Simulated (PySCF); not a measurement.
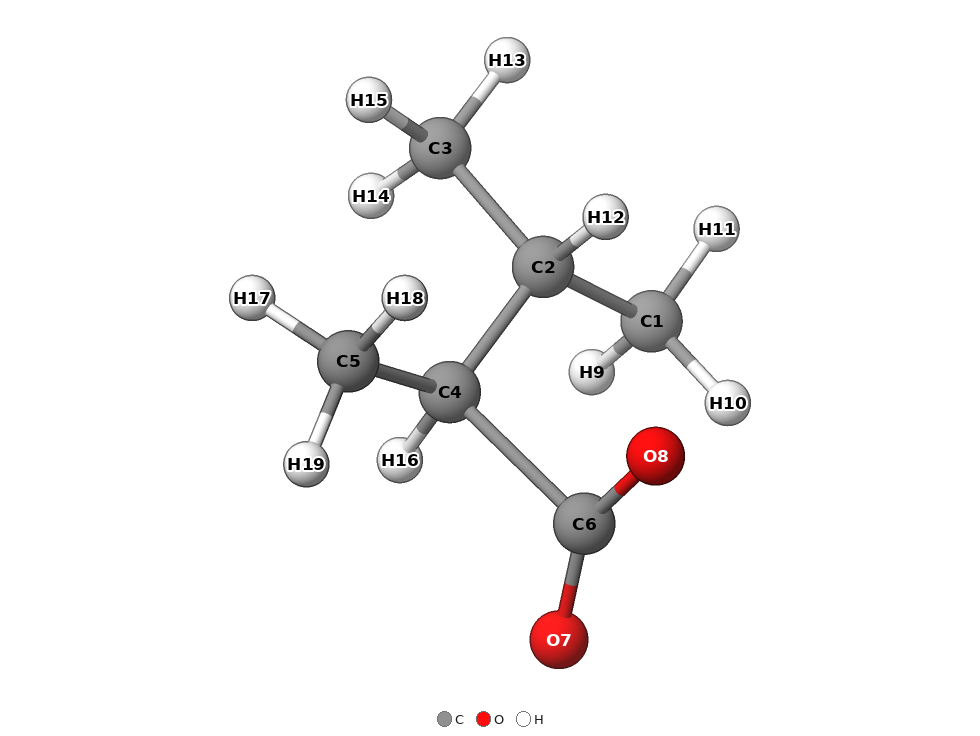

Charge 0, doublet. Computed geometry: GFN2-xTB optimisation. No frequency run is at hand to confirm it as a minimum. Computed with UKS B3LYP, pcH-1 on C H O, non-relativistic (PySCF 2.14.0). Fermi-contact and spin-dipolar terms alone, no spin-orbit part.

Which nucleus has the largest dipolar (anisotropic) hyperfine coupling?

13C at C4: principal values −48.7, −48.4, 97.1 MHz.

List the isotropic and dipolar parts for the most strongly coupled nuclei, one of each equivalent set.

| atom | isotope | a_iso (MHz) | dipolar part (MHz) |
| --- | --- | --- | --- |
| C4 | 13C | 113.1 | −48.7, −48.4, 97.1 |
| O7 | 17O | −27.6 | −85.1, 41.2, 43.9 |
| O8 | 17O | −15.9 | −62.3, 30.8, 31.5 |
| H16 | 1H | −21.8 | −22.3, −2.7, 25.0 |
| C6 | 13C | −64.4 | −10.0, 1.1, 8.9 |
| C3 | 13C | 30.4 | −4.2, −4.1, 8.3 |
| H19 | 1H | 26.5 | −4.4, −3.1, 7.4 |
| H12 | 1H | 3.3 | −4.9, −1.7, 6.6 |
